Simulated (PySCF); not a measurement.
# CoCl₂: relaxation and vibrations of the quartet

Aim: relax CoCl₂ as a quartet from a linear start, check by its vibrations whether the end is a minimum, and collect its spectrum and constants.

Program: PySCF 2.14.0. Level of theory: PBE0, basis Co def2-TZVP, Cl def2-TZVP, no relativity, density fitting. These are calculated values, not measurements.

## Step 1: Where the work starts

3 atoms, charge 0, spin multiplicity 4.

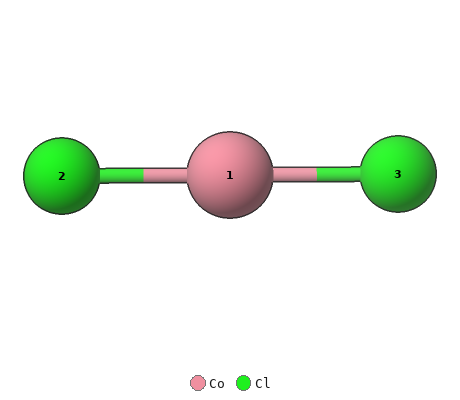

The starting geometry (cobalt pink, chlorine green); atoms are numbered from 1 in the order of the file.

Z-matrix (Å, degrees; charge 0 multiplicity 4):
```
Co
Cl 1 2.1000
Cl 1 2.1000 2 180.00
```

## Step 2: Finding the electronic state

One driver script runs all steps and calls PySCF; scf.py shows how it sets up the SCF of each step. The optimiser is the driver's own. After this first run the driver tries any further starts and a stability analysis.

Contents of scf.py:

```python
from pyscf import gto, scf, dft
mol = gto.M(atom='''
Co     0.000000     0.000000     0.000000
Cl     0.000000     0.000000     2.100000
Cl     0.000000     0.000000    -2.100000''',
    basis={'Co': 'def2-TZVP', 'Cl': 'def2-TZVP'},
    charge=0, spin=3)
mf = dft.UKS(mol, xc='PBE0')
mf.grids.atom_grid = (50, 194)
aux = {'Co': 'def2-universal-JKFIT', 'Cl': 'def2-universal-JKFIT'}
mf = mf.density_fit(auxbasis=aux)
mf.conv_tol = 1e-08
mf.diis_space = 10
mf.max_cycle = 60
mf.init_guess = 'minao'
mf.verbose = 4
mf.kernel()
```

Run with:

```sh
> OMP_NUM_THREADS=4 python axn.py task.json out
```

The runs that follow: Linear start, quartet: relaxation; Hessian and properties.

What does the calculation give? Wanted: minimum; geometry; wavenumbers; dipole moment; highest occupied, lowest empty level; polar-tensor charge of Co1; zero-point energy; atomisation energy; ⟨S²⟩.

**Answer**, as computed:

| quantity | value |
| --- | --- |
| minimum | quartet, D∞h |
| geometry | Co–Cl 2.089 Å (×2); Cl–Co–Cl 180.0° |
| wavenumbers (cm⁻¹) | 76 (πu), 353 (σg+), 509 (σu+) |
| dipole moment | 0.00 D |
| highest occupied, lowest empty level (either spin) | -8.93, -3.97 eV |
| polar-tensor charge of Co1 | +1.13 e |
| zero-point energy | 6.1 kJ/mol |
| entropy at 298.15 K | 292.8 J/(mol K) |
| atomisation energy (no zero-point energy) | 774 kJ/mol |
| ⟨S²⟩ | 3.761 |

The linear start keeps its D∞h symmetry and ends in a minimum. The strongest infrared band lies at 509 cm⁻¹ (σu+, stretch). Co1 has a polar-tensor charge of +1.1 e (a dipole derivative, not a static charge), yet symmetry cancels the bond dipoles. Most of the spin sits on Co1 (Mulliken spin 2.72, against 3 for the whole molecule). The first SCF alone would have been 55 kJ/mol too high. Only this shape and spin were tried, so other structures or states may lie lower. One determinant may miss the lowest occupation of an open d or f shell.
